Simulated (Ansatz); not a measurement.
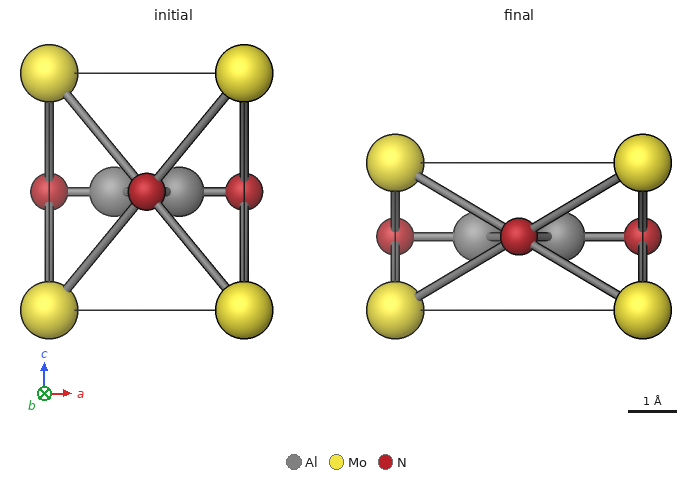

The structure of crystalline Al₂MoN₃ (a generated structure, set up in P6/mmm) (coarse preliminary run) before (left) and after (right) a relaxation, at one scale.

A ball-and-stick model of the cell of the calculation, seen along the b axis.

Level of theory: DFT PBE, scalar-relativistic, plane waves, PAW (Ansatz).

Input
```yaml
crystal:
  lattice:
    - [4.7565669, 0.0, 0.0]
    - [-2.37828345, 4.11930777, 0.0]
    - [0.0, 0.0, 5.00572013]
  atoms:
    - { symbol: Al, position: [0.33333333, 0.66666667, 0.5] }
    - { symbol: Al, position: [0.66666667, 0.33333333, 0.5] }
    - { symbol: Mo, position: [0.0, 0.0, 0.0], spin: 1.0 }
    - { symbol: "N", position: [0.5, 0.0, 0.5] }
    - { symbol: "N", position: [0.0, 0.5, 0.5] }
    - { symbol: "N", position: [0.5, 0.5, 0.5] }
basis:
  ecutwfc: 420
kpoints:
  mp_grid: { grid: [6, 6, 4] }
hamiltonian:
  xc: pbe
scf:
  occupations: { method: gaussian, width: 0.1 }
  lower_state_search: "off"
output:
  forces: true
  stress: true
  eigenvalues: true
  populations: true
magnetization:
  spin_polarized: true
relax:
  adjacent_minimum: "off"
  f_tol: 0.04
  max_steps: 70
  cell: { stress_tol: 0.4 }
```

Launched with:
```bash
ansatz run input.yaml --threads 1 --pin off --max-ram 2560MiB --backend cpu --events-out ev --progress --plain --runs-dir out
```

Q: What changed between the two?

A: No atom moves by more than 0.005 Å relative to the cell. The volume changes by +0.2 %, with a = b 4.757 → 6.039 Å (+27.0 %), c 5.006 → 3.112 Å (−37.8 %). Some distances before and after: Al1–N4 1.373 → 1.743 Å, Mo3–N4 3.453 → 3.397 Å. The space group stays P6/mmm (No. 191). Over 14 accepted moves (17 points after the start) the energy falls by 4291 meV per atom. All forces vanish by symmetry, so only the cell relaxes. Pressure: 123.71 GPa at the start and 0.12 GPa at the end. The line search rejected the trial step at point 11 of the run. At 2 points the geometry stayed and the basis and grid were re-selected for the new cell (energy shift of 116 meV per atom at most each time). Cost: 2.3 min on 1 thread of Intel(R) Xeon(R) Processor @ 2.70GHz, on a shared host, peak memory 0.45 GiB.
